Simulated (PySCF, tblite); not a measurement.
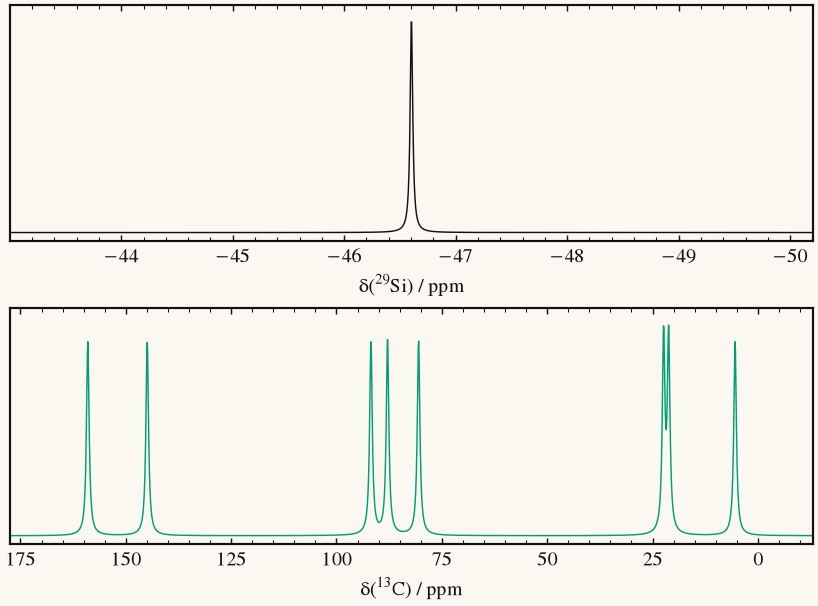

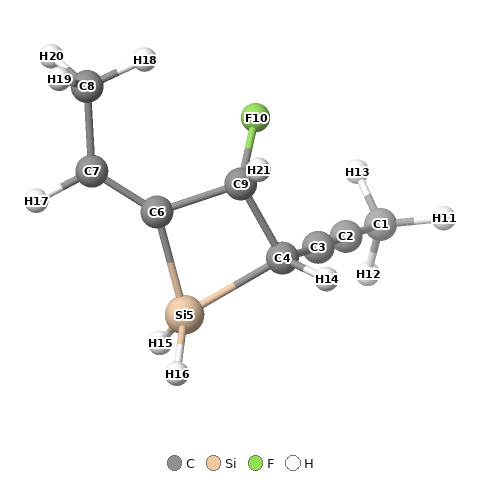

Spectrum and numbered structure of C₈H₁₁FSi, SMILES CC#C[C@@H]1[SiH2]/C(=C/C)[C@@H]1F. GIAO shifts, PBE0/pcSseg-1 in PySCF, at a GFN2-xTB geometry (a minimum by its frequencies), against TMS for ²⁹Si and TMS for ¹³C computed at the same level. Gas phase, fully decoupled, line heights follow the number of nuclei, widths are arbitrary (no quadrupolar broadening); values of one conformer, averaged over methyl-type rotors and exact or near symmetry.

### Where does the ²⁹Si line lie?

At −46.6 ppm (Si5).

### Assign the ¹³C signals to the numbered atoms.

| δ (ppm) | nuclei | atoms |
| --- | --- | --- |
| 159.0 | 1 | C7 |
| 144.9 | 1 | C6 |
| 91.8 | 1 | C9 |
| 87.9 | 1 | C2 |
| 80.5 | 1 | C3 |
| 22.4 | 1 | C4 |
| 21.2 | 1 | C8 |
| 5.4 | 1 | C1 |

The order of signals that lie close, as those under 2 ppm apart, is within the error of the method.

Known limits of this run: the tight-binding geometry is rougher than a DFT one and adds to the error.
